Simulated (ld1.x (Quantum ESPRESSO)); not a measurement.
# Tl: pseudopotential generation (part 2 of 2)

The same run, continued: thallium (Tl, Z = 81), core [Xe] 4f14, reference valence 5d10 6s2 6p1, valence charge 13. Method: ultrasoft potential, LDA (PZ), scalar-relativistic, made with ld1.x (Quantum ESPRESSO) 7.5.

## Output of the test run (extracts), continued
```
     ---------------------- Testing the pseudopotential ----------------------

     Tl
     scalar relativistic calculation

     atomic number is 81.00   valence charge is 13.00
     dft =PZ   lsd =0 sic =0 latt =0  beta=0.20 tr2=1.0E-14
     mesh =1281 r(mesh) = 100.03807 xmin = -7.00 dx = 0.01250

     n l     nl             e AE (Ry)        e PS (Ry)    De AE-PS (Ry)
     3 2     5D   1( 9.00)       -4.38951       -4.39440        0.00489
     1 0     6S   1( 0.00)       -3.48006       -3.48343        0.00338
     2 1     6P   1( 0.00)       -2.58037       -2.58243        0.00206

     eps = 7.1E-15  iter = 11

     Etot =  -40461.925171 Ry,  -20230.962586 Ha, -550512.537043 eV
     Etotps =  -145.457588 Ry,     -72.728794 Ha,   -1979.051306 eV
     dEtot_ae =       8.031317 Ry
     dEtot_ps =       8.039488 Ry,   Delta E=      -0.008171 Ry

     Ekin =      26.958333 Ry,      13.479167 Ha,     366.786809 eV
     Encl =    -171.962893 Ry,     -85.981447 Ha,   -2339.674353 eV
     Ehrt =      56.565453 Ry,      28.282726 Ha,     769.612191 eV
     Ecxc =     -67.837469 Ry,     -33.918735 Ha,    -922.975791 eV
     (Ecc =     -50.743672 Ry,     -25.371836 Ha,    -690.402829 eV)
     Epseu=      10.818989 Ry,       5.409494 Ha,     147.199838 eV

     ---------------------- End of pseudopotential test ----------------------

     ---------------------- Testing the pseudopotential ----------------------

     Tl
     scalar relativistic calculation

     atomic number is 81.00   valence charge is 13.00
     dft =PZ   lsd =0 sic =0 latt =0  beta=0.20 tr2=1.0E-14
     mesh =1281 r(mesh) = 100.03807 xmin = -7.00 dx = 0.01250

     n l     nl             e AE (Ry)        e PS (Ry)    De AE-PS (Ry)
     3 2     5D   1(10.00)       -1.28181       -1.28289        0.00108
     1 0     6S   1( 1.00)       -0.81496       -0.81547        0.00051
     2 1     6P   1( 2.00)       -0.24841       -0.24838       -0.00003

     eps = 2.7E-15  iter =  9

     Etot =  -40469.406464 Ry,  -20234.703232 Ha, -550614.325224 eV
     Etotps =  -152.946678 Ry,     -76.473339 Ha,   -2080.945564 eV
     dEtot_ae =       0.550024 Ry
     dEtot_ps =       0.550398 Ry,   Delta E=      -0.000374 Ry

     Ekin =      27.706685 Ry,      13.853342 Ha,     376.968647 eV
     Encl =    -213.895724 Ry,    -106.947862 Ha,   -2910.199575 eV
     Ehrt =      90.175961 Ry,      45.087981 Ha,    1226.906456 eV
     Ecxc =     -70.508281 Ry,     -35.254140 Ha,    -959.314029 eV
     (Ecc =     -50.743672 Ry,     -25.371836 Ha,    -690.402829 eV)
     Epseu=      13.574681 Ry,       6.787340 Ha,     184.692938 eV

     ---------------------- End of pseudopotential test ----------------------

     ---------------------- Testing the pseudopotential ----------------------

     Tl
     scalar relativistic calculation

     atomic number is 81.00   valence charge is 13.00
     dft =PZ   lsd =1 sic =0 latt =0  beta=0.20 tr2=1.0E-14
     mesh =1281 r(mesh) = 100.03807 xmin = -7.00 dx = 0.01250

     n l     nl             e AE (Ry)        e PS (Ry)    De AE-PS (Ry)
     3 2     5D   1( 5.00)       -1.14808       -1.14801       -0.00007
     1 0     6S   1( 1.00)       -0.73318       -0.73316       -0.00001
     2 1     6P   1( 1.00)       -0.20315       -0.20316        0.00001
     3 2     5D   2( 5.00)       -1.14205       -1.14213        0.00008
     1 0     6S   2( 1.00)       -0.70598       -0.70600        0.00002
     2 1     6P   2( 0.00)       -0.16867       -0.16866       -0.00001

     eps = 4.0E-15  iter = 11

     Etot =  -40469.964843 Ry,  -20234.982421 Ha, -550621.922347 eV
     Etotps =  -153.505435 Ry,     -76.752717 Ha,   -2088.547838 eV
     dEtot_ae =      -0.008354 Ry
     dEtot_ps =      -0.008359 Ry,   Delta E=       0.000005 Ry

     Ekin =      27.363485 Ry,      13.681743 Ha,     372.299181 eV
     Encl =    -215.839010 Ry,    -107.919505 Ha,   -2936.639335 eV
     Ehrt =      91.843717 Ry,      45.921859 Ha,    1249.597429 eV
     Ecxc =     -70.687785 Ry,     -35.343893 Ha,    -961.756313 eV
     (Ecc =     -50.743672 Ry,     -25.371836 Ha,    -690.402829 eV)
     Epseu=      13.814158 Ry,       6.907079 Ha,     187.951199 eV

     ---------------------- End of pseudopotential test ----------------------

     ---------------------- Testing the pseudopotential ----------------------

     Tl
     scalar relativistic calculation

     atomic number is 81.00   valence charge is 13.00
     dft =PZ   lsd =1 sic =0 latt =0  beta=0.20 tr2=1.0E-14
     mesh =1281 r(mesh) = 100.03807 xmin = -7.00 dx = 0.01250

     n l     nl             e AE (Ry)        e PS (Ry)    De AE-PS (Ry)
     3 2     5D   1( 5.00)       -2.46545       -2.46619        0.00073
     1 0     6S   1( 1.00)       -1.92264       -1.92338        0.00074
     2 1     6P   1( 0.00)       -1.22214       -1.22247        0.00034
     3 2     5D   2( 5.00)       -2.44343       -2.44347        0.00004
     1 0     6S   2( 0.00)       -1.86766       -1.86866        0.00101
     2 1     6P   2( 0.00)       -1.17038       -1.17090        0.00052

     eps = 3.5E-15  iter = 14

     Etot =  -40468.014360 Ry,  -20234.007180 Ha, -550595.384683 eV
     Etotps =  -151.553787 Ry,     -75.776894 Ha,   -2061.994322 eV
     dEtot_ae =       1.942128 Ry
     dEtot_ps =       1.943289 Ry,   Delta E=      -0.001161 Ry

     Ekin =      27.347321 Ry,      13.673661 Ha,     372.079261 eV
     Encl =    -198.520153 Ry,     -99.260076 Ha,   -2701.004274 eV
     Ehrt =      76.214191 Ry,      38.107095 Ha,    1036.946893 eV
     Ecxc =     -69.711920 Ry,     -34.855960 Ha,    -948.478996 eV
     (Ecc =     -50.743672 Ry,     -25.371836 Ha,    -690.402829 eV)
     Epseu=      13.116773 Ry,       6.558387 Ha,     178.462795 eV

     ---------------------- End of pseudopotential test ----------------------
```

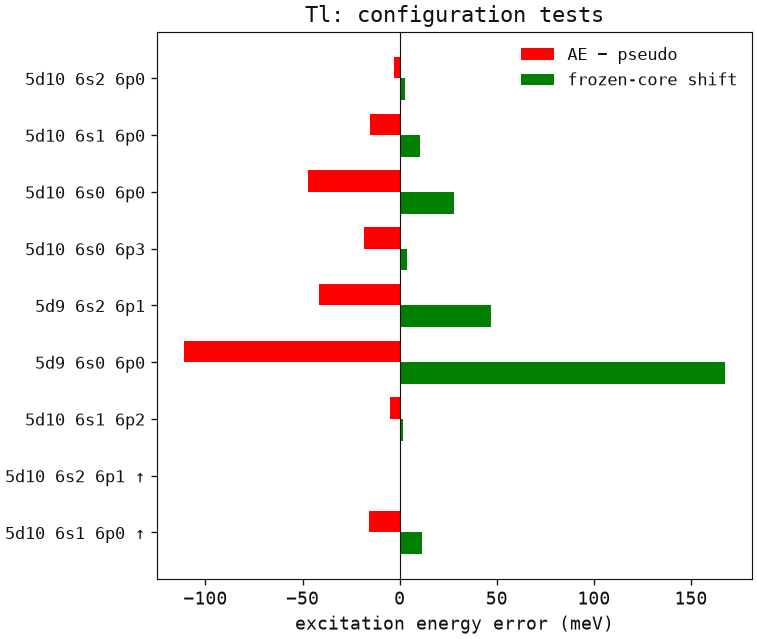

Errors, all-electron minus pseudo, of the energies of valence configurations relative to the unpolarised reference 5d10 6s2 6p1. An arrow marks spin-polarised runs filled by Hund’s rule. The frozen-core shift is the all-electron excitation energy with the core held at its reference shape less the relaxed one.

- Worst configuration: 5d9 6s0 6p0 (charge +4): the error is -111 meV on an all-electron energy of +109.27 eV relative to the reference, or 0.1 %.
- Configurations within 10 meV and within 50 meV: 3 and 8 of 9.

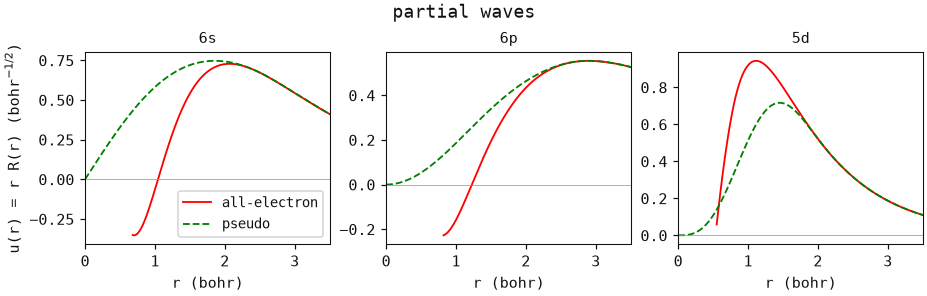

Partial waves u(r) = r R(r), all-electron (solid) and pseudo (dashed). The innermost oscillations of some all-electron curves aren't drawn. Reference configuration 5d10 6s2 6p1.

- Matching radii: 6s at 2.45 bohr; 6p at 2.70 bohr; 5d at 2.20 bohr. The curves merge smoothly, so the plot gives these only roughly.
- Nodes of the pseudo-waves: 6s has no node; 6p has no node; 5d has no node.
- Cutoffs needed: 25 Ry (loose) and 40 Ry (tight), as the cutoffs, on a coarse ladder, from which the occupation-weighted sum of valence levels, in a spherical-Bessel basis at the reference potential, stays within 10 and 1 mRy of its value at 400 Ry.

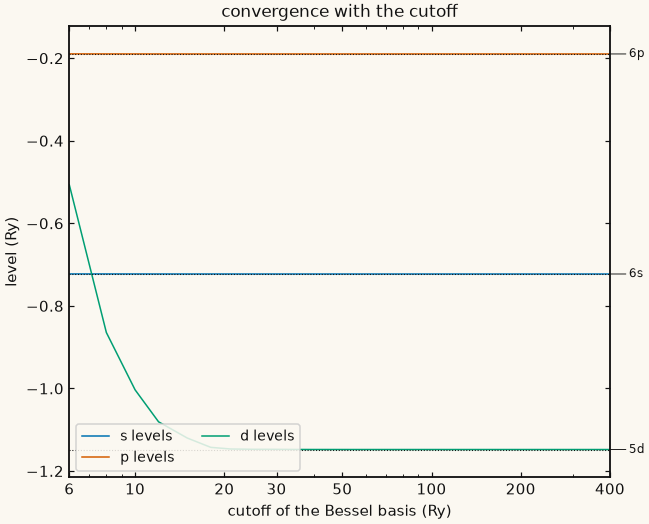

The pseudo-atom Hamiltonian at the reference potential is diagonalised in spherical Bessel functions (20 bohr box) up to the cutoff. Curves: the lowest levels of each channel that holds a bound state. Dotted lines: the all-electron valence levels.

- Ghost states: no ghost state below the valence levels in the s, p, d, f channels. The curves of the valence states settle on the dotted lines.
- All-electron valence levels: 6s: -0.72 Ry; 6p: -0.19 Ry; 5d: -1.15 Ry.

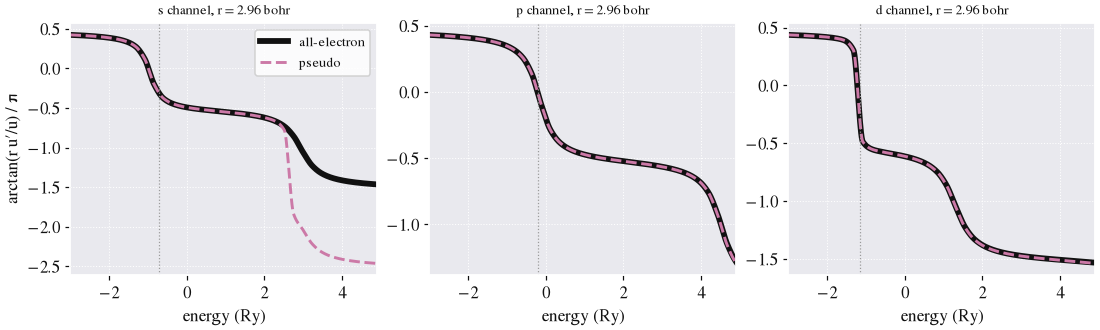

Unwrapped phase arctan(r u′/u) in units of π against energy, all-electron (solid) and pseudo (dashed); the pseudo phase is matched to the all-electron one at the reference energy. Here u = r R(r). A near-vertical step is a level narrower than the spacing of the points behind the curves. The dotted line marks the reference energy of the channel.

- First channel to depart above its reference energy: the s channel: its phase error passes 0.05 rad 3.2 Ry above its reference energy, while p stays within 0.05 rad to the top of the range.
- Ghost states: Going away from the reference energies, the phases part by more than π/2 in: s at about 2.6 Ry (above its reference energy, pseudo phase lower). Such a step is either a state that only one of the two atoms has or an ordinary level shifted in energy. The separate test gives: no ghost state below the valence levels in the s, p, d, f channels.

Outcome of the run: generated.
